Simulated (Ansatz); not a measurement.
Base system: Se (space group P3_121, No. 152; a = 4.5057 Å, c = 4.9913 Å; made of chains).

Modification: the cell is scaled by 0.9858 in all directions, atoms relaxed at fixed cell.

Method: r2SCAN/PAW in Ansatz (a quantum-chemistry and plane-wave program), no spin-orbit coupling.

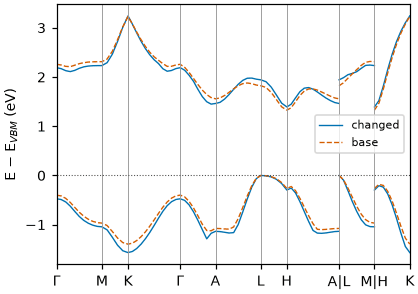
*Highest valence and lowest conduction band along the path, each from its own valence-band maximum*

### Question
From the figure, how large is the changed gap, and is it direct?

### Answer
About 1.4 eV, indirect, L → H.

The cells carry an imposed strain or load. Whether these cells are dynamically stable was not tested. No dispersion term is included, though the crystal is made of layers, chains or molecules, so its spacings can come out too wide.
